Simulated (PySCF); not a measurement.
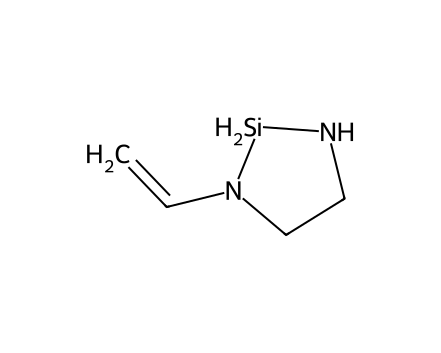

Simulated data, not a measurement (program: PySCF).

Q: Write the SMILES.

A: C=CN1CCN[SiH2]1

Q: What is the molecular formula?

A: C4H10N2Si.
